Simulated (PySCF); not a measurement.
# C4H4BrClO: what the fields show

```yaml
atoms:
  - { symbol: O, position_ang: [-1.6644, 0.4028, 1.0129] }
  - { symbol: C, position_ang: [-0.8338, 0.3585, -0.0925] }
  - { symbol: C, position_ang: [-0.1139, -0.9922, -0.4153] }
  - { symbol: C, position_ang: [1.1638, -0.2104, -0.2655] }
  - { symbol: Br, position_ang: [2.9431, -0.7451, -0.4878] }
  - { symbol: C, position_ang: [0.5685, 0.9487, 0.0277] }
  - { symbol: Cl, position_ang: [1.1032, 2.5166, 0.3957] }
  - { symbol: H, position_ang: [-1.1778, 0.1285, 1.7996] }
  - { symbol: H, position_ang: [-1.4131, 0.7599, -0.9260] }
  - { symbol: H, position_ang: [-0.2715, -1.7671, 0.3329] }
  - { symbol: H, position_ang: [-0.2986, -1.3974, -1.4078] }
```

Geometry: GFN2-xTB.

The calculation used PySCF 2.14.0, CAM-B3LYP/def2-SVPD, SCF density, gas phase.

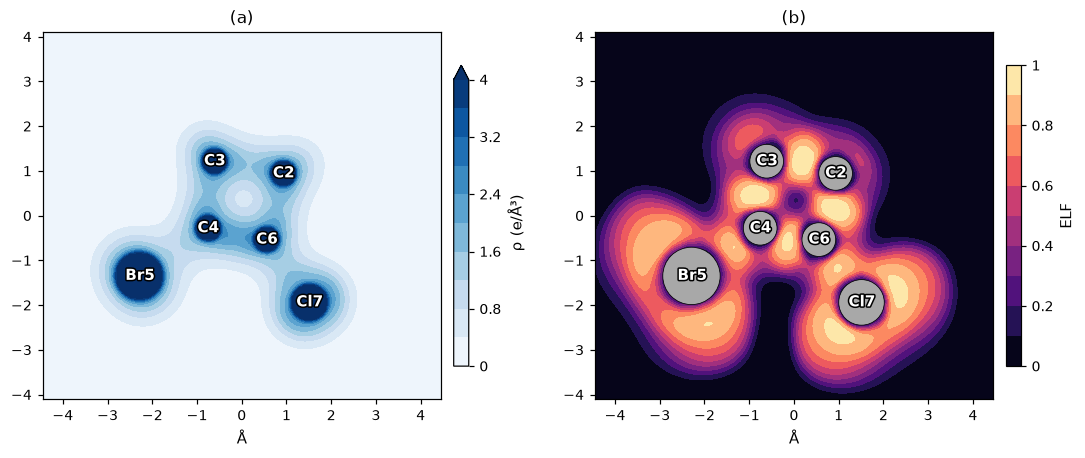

Figure 1. (a) total electron density; (b) electron localisation function on the plane of atoms C3, C2 and C6. Grey discs cover the atomic cores in the ELF map.

**What do the fields say about this system?**

The section cuts through C, Br and Cl sites. C–C (1.34 Å): ρ at the midpoint is about 2.3 e/Å³; the ELF peaks at about 0.90 between the atoms: a short, multiple covalent bond. C–Cl (1.70 Å): the density is about 1.5 e/Å³ at the midpoint; the ELF peaks at about 0.90 between the atoms (a covalent bond). C–Br (1.87 Å): the density is about 1.2 e/Å³ at the midpoint; the ELF peaks at about 0.90 between the atoms: localised, covalent bonding. C–C (1.51 Å): the density is about 1.7 e/Å³ at the midpoint; the ELF peaks at about 0.95 between the atoms; localised, covalent bonding. The ELF also peaks beside Cl7 and Br5, away from the bonds: lone-pair regions.

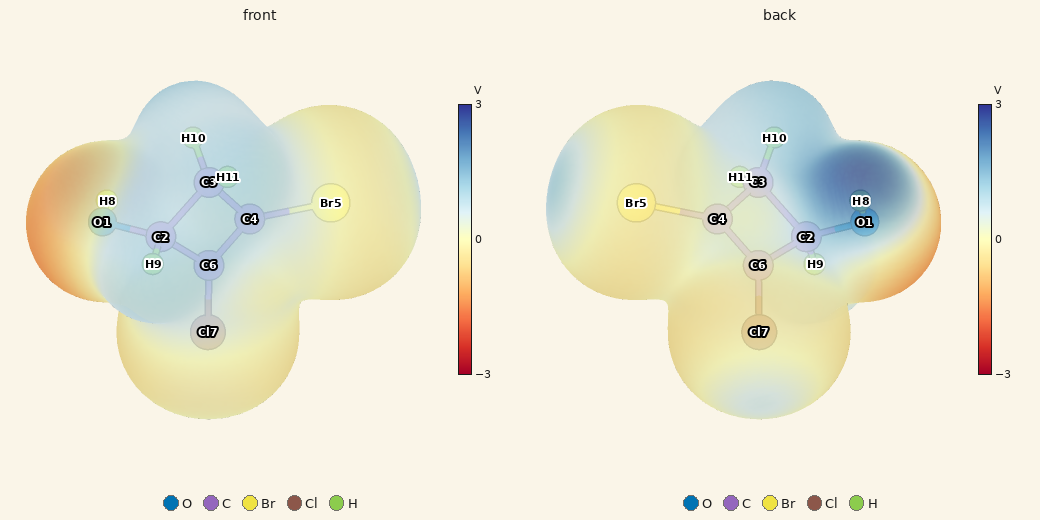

Figure 2. The molecular electrostatic potential painted on the density surface at 0.002 e/bohr³, seen from the front and from behind; the colour scale runs from red (negative) to blue (positive).

**Where is the surface potential most negative and most positive?**

The most negative region (about −1.3 V) lies over O1, the most positive (about +2.5 V) over H8. Br5 shows a σ-hole: about +1.1 V at the tip opposite its bond, against about −0.3 V on its flanks. Cl7 shows a σ-hole: about +0.7 V at the tip opposite its bond, against about −0.3 V on its flanks. O1 is the likeliest acceptor of a hydrogen bond.

**How polar is the molecule by this calculation?**

Its dipole moment is 1.39 D.
